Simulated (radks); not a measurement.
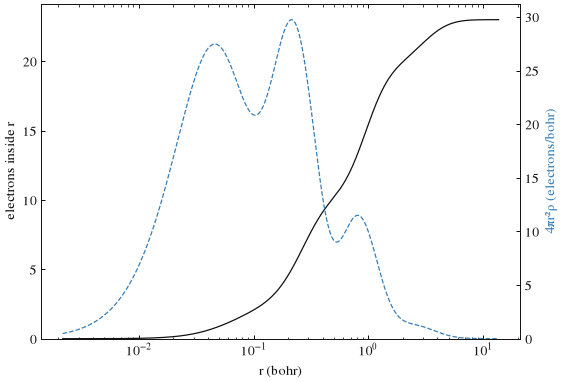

A free V atom in the configuration [Ar] 3d2 4s2 4p1 (open shells shared over both j by 2j + 1). Theory: Dirac Kohn-Sham, LDA (Slater exchange, Perdew-Wang correlation), spin-unpolarised, spherical densities, finite nucleus (computed with the in-house radial solver radks).

The plot shows the number of electrons inside radius r (solid) and the radial density 4πr²ρ (dashed).

**Read the plot.**

The count levels off at 23 electrons. Half of them lie within 0.640 bohr, 90 % within 2.49 bohr and 99 % within 5.50 bohr. The radial density has minima at 0.104 and 0.530 bohr, where the count stands at 2.1 and 10.5; these part the shells that the density resolves.
